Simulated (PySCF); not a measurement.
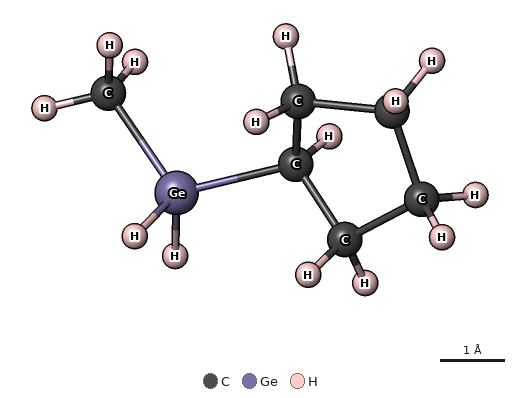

C6H14Ge, before the relaxation. Style: ball-and-stick. Shown at a tilt.

The start comes from GFN2-xTB. Its atoms were then displaced at random by about 0.01 Å.

The calculation used PBE0-D3(BJ)/def2-SVP geometry optimisation, gas phase in PySCF 2.14.0, density-fitted response routines.

```xyz
21

C     3.1154    0.3135    0.9301
Ge    1.7788   -0.8665    0.0735
C    -0.1114   -0.3168    0.4093
C    -0.3794    1.0959   -0.0791
C    -1.9474    1.1336   -0.1329
C    -2.4086   -0.3176   -0.2779
C    -1.1114   -1.1598   -0.3282
H     3.0119    0.3174    2.0028
H     4.1089    0.0559    0.6905
H     2.9378    1.3607    0.6065
H     2.0080   -0.8878   -1.4055
H     2.0255   -2.2757    0.5488
H    -0.3298   -0.3586    1.4811
H    -0.0119    1.8729    0.5728
H    -0.0090    1.2162   -1.0809
H    -2.3358    1.5773    0.8115
H    -2.2946    1.7733   -0.9470
H    -3.0170   -0.4595   -1.1659
H    -3.0117   -0.6271    0.5843
H    -0.8256   -1.2781   -1.3606
H    -1.2639   -2.1469    0.1002
```

Predict the outcome.

After 5 geometry steps the energy has fallen by 0.228 eV. H8 moves most after the best rigid fit: 0.15 Å. By element the largest moves are H 0.15 Å, C 0.08 Å, Ge 0.03 Å. Among the contacts that change: Ge2–H11 1.497 → 1.548 Å, C1–H9 1.054 → 1.099 Å, Ge2–H12 1.508 → 1.546 Å, Ge2–C3 1.997 → 1.961 Å. Bond angles that change, for instance: H14–C4–H15 111.4° → 106.8°, C5–C4–H14 110.1° → 112.9°, Ge2–C3–C4 111.7° → 114.5°.

The structure at the end:

```xyz
21

C     3.0414    0.3539    0.9206
Ge    1.7871   -0.8892    0.0811
C    -0.0683   -0.3332    0.3882
C    -0.3891    1.0904   -0.0769
C    -1.9259    1.1499   -0.0967
C    -2.4016   -0.3116   -0.2715
C    -1.1218   -1.1604   -0.3529
H     2.8817    0.3814    2.0087
H     4.0808    0.0516    0.7290
H     2.8958    1.3692    0.5230
H     2.0326   -0.9284   -1.4465
H     2.0167   -2.3117    0.6422
H    -0.2581   -0.4048    1.4756
H     0.0618    1.8682    0.5584
H     0.0066    1.2427   -1.0970
H    -2.3003    1.5632    0.8526
H    -2.2990    1.8123   -0.8924
H    -3.0379   -0.4442   -1.1596
H    -3.0070   -0.6223    0.5942
H    -0.8173   -1.2824   -1.4074
H    -1.2496   -2.1725    0.0608
```

After the run, drawn alike:

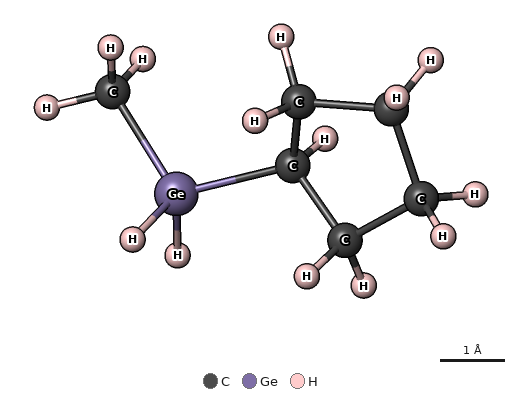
